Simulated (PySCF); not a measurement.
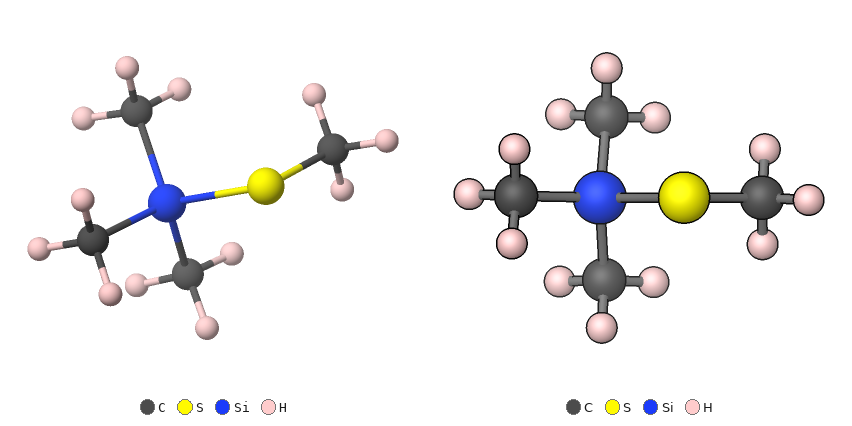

Two views of one molecule.

The geometry was computed by an optimisation with PBE0-D3(BJ)/def2-TZVP. No frequency run is at hand to confirm it as a minimum.

What is the molecular formula?

C4H12SSi, 18 atoms: 4 carbon, 12 hydrogen, 1 sulfur and 1 silicon.

Give a SMILES string for it.

CS[Si](C)(C)C

Describe its rings.

It has no ring.

The parts below concern this one geometry. Atoms keep their numbers from picture to picture.

## Geometry

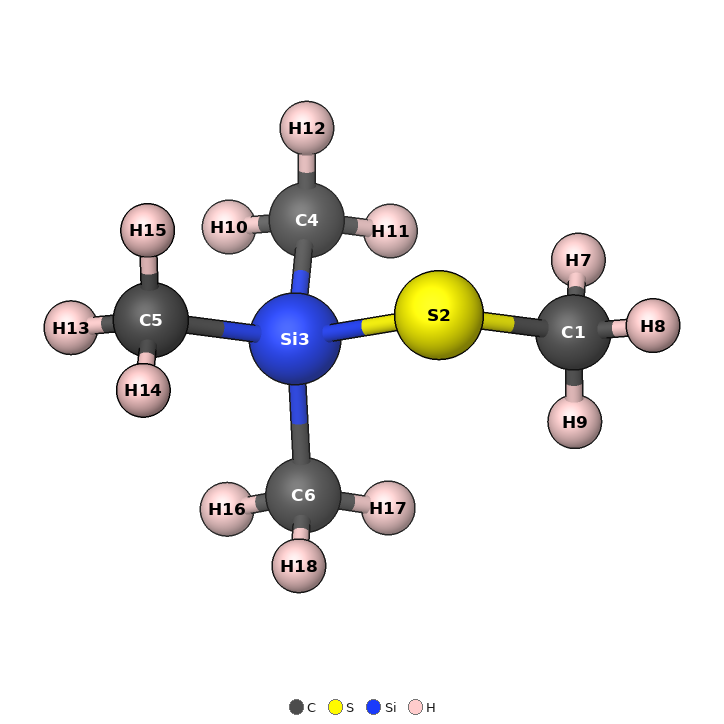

No frequency run is at hand to confirm it as a minimum.

What are the angles C1–S2–Si3, S2–C1–H9, S2–Si3–C4, S2–Si3–C5, S2–Si3–C6, Si3–C4–H11, Si3–C4–H12, Si3–C5–H15, Si3–C6–H16, Si3–C6–H17, Si3–C6–H18, C5–Si3–C6?

```json
{"angle": "C1–S2–Si3", "degrees": "101.0"}
{"angle": "S2–C1–H9", "degrees": "111.4"}
{"angle": "S2–Si3–C4", "degrees": "110.3"}
{"angle": "S2–Si3–C5", "degrees": "104.6"}
{"angle": "S2–Si3–C6", "degrees": "110.4"}
{"angle": "Si3–C4–H11", "degrees": "111.5"}
{"angle": "Si3–C4–H12", "degrees": "110.7"}
{"angle": "Si3–C5–H15", "degrees": "111.1"}
{"angle": "Si3–C6–H16", "degrees": "110.5"}
{"angle": "Si3–C6–H17", "degrees": "111.6"}
{"angle": "Si3–C6–H18", "degrees": "110.7"}
{"angle": "C5–Si3–C6", "degrees": "110.9"}
```

## Levels of theory compared

No frequency run is at hand to confirm it as a minimum. Program: PySCF 2.14.0.

Compare dipole (D), HOMO–LUMO gap (eV) at these levels: B97-2/pcSseg-2; KT3/pcSseg-2; PBE0/pcSseg-2; WP04/pcSseg-2 in chloroform (IEF-PCM); ωB97X-D/pcSseg-2; ωB97X-D/pcSseg-2 in chloroform (IEF-PCM).

```
                                   level  dipole (D)  HOMO–LUMO gap (eV)
                          B97-2/pcSseg-2        1.79                6.61
                            KT3/pcSseg-2        1.67                4.83
                           PBE0/pcSseg-2        1.80                6.83
   WP04/pcSseg-2 in chloroform (IEF-PCM)        2.22                6.52
                        ωB97X-D/pcSseg-2        1.84               10.35
ωB97X-D/pcSseg-2 in chloroform (IEF-PCM)        2.43               10.61
```

## NMR shielding

The questions are on isotropic NMR shieldings of the H atoms. No frequency run is at hand to confirm it as a minimum. Level of theory: GIAO WP04/pcSseg-2 NMR shielding, non-relativistic, IEF-PCM chloroform (PySCF 2.14.0).

Which H atom is the most shielded (lowest chemical shift)?

H18 (31.76 ppm).

Which H atom is the least shielded (highest chemical shift)?

H7, H9 (29.85 ppm).

How wide is the range of H shifts?

1.91 ppm.

List the isotropic NMR shieldings of the H atoms.

```csv
atom,σ (ppm)
H7,29.85
H8,29.99
H9,29.85
H10,31.68
H11,31.31
H12,31.74
H13,31.68
H14,31.64
H15,31.64
H16,31.69
H17,31.30
H18,31.76
```

## Bond orders

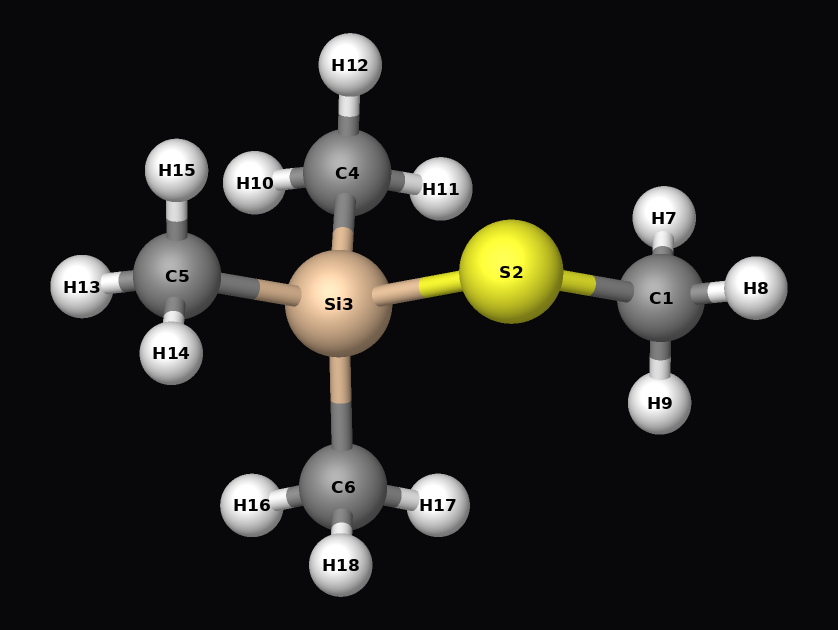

Every bond is drawn as one stick. No frequency run is at hand to confirm it as a minimum. Computed with PBE0/pcSseg-2 (PySCF 2.14.0).

List the Mayer bond orders of C1–S2, S2–Si3, Si3–C4, Si3–C5, Si3–C6 (bonds between heavy atoms, one of each equivalent set). Atoms whose distances differ by more than 0.02 Å in this geometry are listed apart.

```json
{"bond": "C1–S2", "Mayer order": "0.92", "length (Å)": "1.814"}
{"bond": "S2–Si3", "Mayer order": "1.14", "length (Å)": "2.145"}
{"bond": "Si3–C4", "Mayer order": "0.93", "length (Å)": "1.871"}
{"bond": "Si3–C5", "Mayer order": "0.96", "length (Å)": "1.868"}
{"bond": "Si3–C6", "Mayer order": "0.94", "length (Å)": "1.872"}
```

## Quadrupole coupling

No frequency run is at hand to confirm it as a minimum. Electric field gradients from the ground-state density, PBE0/pcSseg-2 (PySCF 2.14.0), non-relativistic apart from any core potentials.

Give the largest field-gradient component, the quadrupole coupling constant and the asymmetry for 33S at S2 (Q = −67.81 mb).

| atom | V_zz (a.u.) | e²qQ/h (MHz) | η |
| --- | --- | --- | --- |
| S2 | −2.136 | 34.0 | 1.00 |
